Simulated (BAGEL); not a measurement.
**AlNH4F2 (SMILES [NH3+][AlH-]([F])[F]): HF/3-21G (density fitting with qzvpp-jkfit)**

Aim: the vertical ionisation energy of AlNH4F2 at HF/3-21G (density fitting with qzvpp-jkfit), from 2 runs. 

Program for the calculation: BAGEL 1.2.2.

2 further runs of the same task are left out: 2 that didn't finish. Runs told in other sessions of the task aren't counted.

## (1) The system as given

The species is AlNH4F2 (8 atoms), meant as a singlet with charge 0. SMILES: `[NH3+][AlH-]([F])[F]`. The shape comes from GFN2-xTB, which is rough for such elements, and wasn't checked as a minimum.

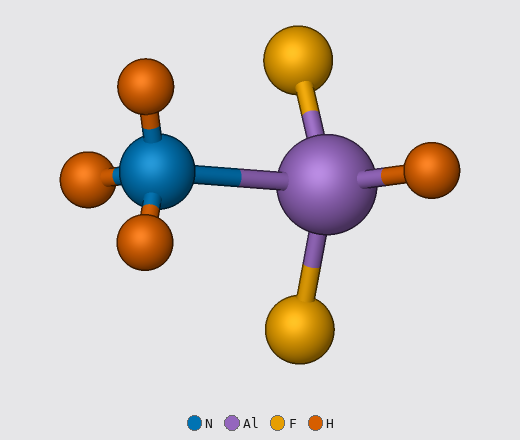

The structure, seen from a chosen angle (nitrogen blue, aluminium purple, fluorine amber, hydrogen orange).

## (2) The energy at HF/3-21G (density fitting with qzvpp-jkfit)

input.json

```json
{ "bagel" : [

{
  "title" : "molecule",
  "basis" : "3-21g",
  "df_basis" : "qzvpp-jkfit",
  "angstrom" : true,
  "geometry" : [
    { "atom" : "N", "xyz" : [      -0.216650,       0.966310,      -0.126060 ] },
    { "atom" : "Al", "xyz" : [       0.177430,      -1.047030,       0.202660 ] },
    { "atom" : "F", "xyz" : [       1.803770,      -0.840900,       0.463250 ] },
    { "atom" : "F", "xyz" : [      -0.341180,      -1.551530,      -1.291400 ] },
    { "atom" : "H", "xyz" : [       0.370520,       1.218270,      -0.920770 ] },
    { "atom" : "H", "xyz" : [      -1.183060,       1.154140,      -0.374870 ] },
    { "atom" : "H", "xyz" : [       0.042030,       1.557620,       0.658000 ] },
    { "atom" : "H", "xyz" : [      -0.652850,      -1.456880,       1.389200 ] }
  ]
},

{ "title" : "hf" },

{ "title" : "print", "file" : "orbitals.molden", "orbitals" : true }

]}
```

On the command line:

```sh
$ BAGEL_NUM_THREADS=1 BAGEL input.json > input.out
```

The program printed:

```text
* using 1 threads per process

  ===============================================================
  ===============================================================

  *** Geometry ***

  { "atom" : "N", "xyz" : [     -0.409409,      1.826061,     -0.238219 ] },
  { "atom" : "Al", "xyz" : [      0.335294,     -1.978600,      0.382972 ] },
  { "atom" : "F", "xyz" : [      3.408631,     -1.589071,      0.875416 ] },
  { "atom" : "F", "xyz" : [     -0.644737,     -2.931967,     -2.440392 ] },
  { "atom" : "H", "xyz" : [      0.700181,      2.302197,     -1.740003 ] },
  { "atom" : "H", "xyz" : [     -2.235659,      2.181009,     -0.708402 ] },
  { "atom" : "H", "xyz" : [      0.079425,      2.943475,      1.243440 ] },
  { "atom" : "H", "xyz" : [     -1.233708,     -2.753104,      2.625208 ] },

  Number of auxiliary basis functions:      431

  Since a DF basis is specified, we compute 2- and 3-index integrals:
    o Being stored without compression. Storage requirement is 0.008 GB

  Number of basis functions:       48
  Number of electrons      :       42

    * METHOD: MOLECULE                             0.13

  *** RHF ***

  === Nuclear Repulsion ===
   175.5231354290

      * DIIS with orbital gradients will be used.

  === RHF iteration (3-21g) ===
      0       -494.85043062          0.03504265           0.03
      1       -495.01575658          0.01856866           0.03
      2       -495.06902280          0.00132233           0.03
      3       -495.06960459          0.00036523           0.03
      4       -495.06963027          0.00008664           0.02
      5       -495.06963344          0.00001595           0.02
      6       -495.06963357          0.00000281           0.02
      7       -495.06963357          0.00000055           0.02
      8       -495.06963357          0.00000021           0.02
      9       -495.06963357          0.00000004           0.03
     10       -495.06963357          0.00000002           0.03
     11       -495.06963357          0.00000000           0.02
    * SCF iteration converged.

    * Permanent dipole moment:
           (    0.764460,    -2.277926,    -0.015710) a.u.

    * METHOD: HF                                   0.40

    * METHOD: PRINT                                0.01

  ===============================================================
```

It took 0.66 s on 1 thread of Arm Neoverse V1, shared host; peak memory 0.084 GiB.

## (3) The doublet cation at the same level

input.json

```json
{ "bagel": [

{
  "title": "molecule",
  "basis": "3-21g",
  "df_basis": "qzvpp-jkfit",
  "angstrom": true,
  "geometry": [
    { "atom": "N", "xyz": [      -0.216650,       0.966310,      -0.126060 ] },
    { "atom": "Al", "xyz": [       0.177430,      -1.047030,       0.202660 ] },
    { "atom": "F", "xyz": [       1.803770,      -0.840900,       0.463250 ] },
    { "atom": "F", "xyz": [      -0.341180,      -1.551530,      -1.291400 ] },
    { "atom": "H", "xyz": [       0.370520,       1.218270,      -0.920770 ] },
    { "atom": "H", "xyz": [      -1.183060,       1.154140,      -0.374870 ] },
    { "atom": "H", "xyz": [       0.042030,       1.557620,       0.658000 ] },
    { "atom": "H", "xyz": [      -0.652850,      -1.456880,       1.389200 ] }
  ]
},

{
  "title": "uhf",
  "charge": 1,
  "nopen": 1
},

{
  "title": "print",
  "file": "orbitals.molden",
  "orbitals": true
}

]}
```

On the command line:

```sh
$ BAGEL_NUM_THREADS=1 BAGEL input.json > input.out
```

The program printed:

```text
* using 1 threads per process

  ===============================================================
  ===============================================================

  *** Geometry ***

  { "atom" : "N", "xyz" : [     -0.409409,      1.826061,     -0.238219 ] },
  { "atom" : "Al", "xyz" : [      0.335294,     -1.978600,      0.382972 ] },
  { "atom" : "F", "xyz" : [      3.408631,     -1.589071,      0.875416 ] },
  { "atom" : "F", "xyz" : [     -0.644737,     -2.931967,     -2.440392 ] },
  { "atom" : "H", "xyz" : [      0.700181,      2.302197,     -1.740003 ] },
  { "atom" : "H", "xyz" : [     -2.235659,      2.181009,     -0.708402 ] },
  { "atom" : "H", "xyz" : [      0.079425,      2.943475,      1.243440 ] },
  { "atom" : "H", "xyz" : [     -1.233708,     -2.753104,      2.625208 ] },

  Number of auxiliary basis functions:      431

  Since a DF basis is specified, we compute 2- and 3-index integrals:
    o Being stored without compression. Storage requirement is 0.008 GB

  Number of basis functions:       48
  Number of electrons      :       42

    * METHOD: MOLECULE                             0.14

  *** Open-shell HF ***

  === Nuclear Repulsion ===
   175.5231354290

      * DIIS with orbital gradients will be used.

  === UHF iteration (3-21g) ===
      0       -494.40623166          0.06687221           0.06
      1       -494.58025026          0.04270553           0.05
      2       -494.63445709          0.02605440           0.06
      3       -494.66318987          0.00319647           0.05
      4       -494.66699190          0.00153674           0.05
      5       -494.66806377          0.00078379           0.06
      6       -494.66845971          0.00027201           0.06
      7       -494.66856726          0.00012161           0.06
      8       -494.66858984          0.00003905           0.06
      9       -494.66859230          0.00001395           0.06
     10       -494.66859273          0.00000805           0.05
     11       -494.66859284          0.00000491           0.05
     12       -494.66859287          0.00000240           0.06
     13       -494.66859287          0.00000079           0.06
     14       -494.66859287          0.00000047           0.05
     15       -494.66859287          0.00000029           0.06
     16       -494.66859287          0.00000019           0.06
     17       -494.66859287          0.00000013           0.05
     18       -494.66859287          0.00000009           0.05
     19       -494.66859287          0.00000005           0.06
     20       -494.66859287          0.00000003           0.05
     21       -494.66859287          0.00000001           0.05
     22       -494.66859287          0.00000001           0.05
    * SCF iteration converged.

    * S^2 (UHF) is 0.7568

    * Permanent dipole moment:
           (    1.911061,    -1.268448,    -1.831088) a.u.

    * METHOD: UHF                                  1.36

    * METHOD: PRINT                                0.01

  ===============================================================
```

Wall time 1.6 s (1 thread of Arm Neoverse V1, shared host); peak memory 0.084 GiB.

## (4) Outcome

Level: HF/3-21G (density fitting with qzvpp-jkfit).

| quantity | value |
| --- | --- |
| singlet AlNH4F2: total energy | -495.06963 Eh |
| singlet AlNH4F2: dipole moment | 6.11 D |
| singlet AlNH4F2: HOMO energy | -11.91 eV |
| singlet AlNH4F2: LUMO energy | 4.31 eV |
| singlet AlNH4F2: HOMO–LUMO gap | 16.22 eV |
| doublet cation: total energy | -494.66859 Eh |
| doublet cation: ⟨S²⟩ | 0.757 |
| vertical ionisation energy (to the doublet cation) | 10.913 eV |

**Reading.** The vertical ionisation energy comes to 10.91 eV (1053 kJ/mol). The negative HOMO energy of the first species, 11.91 eV, lies 0.99 eV above that difference.
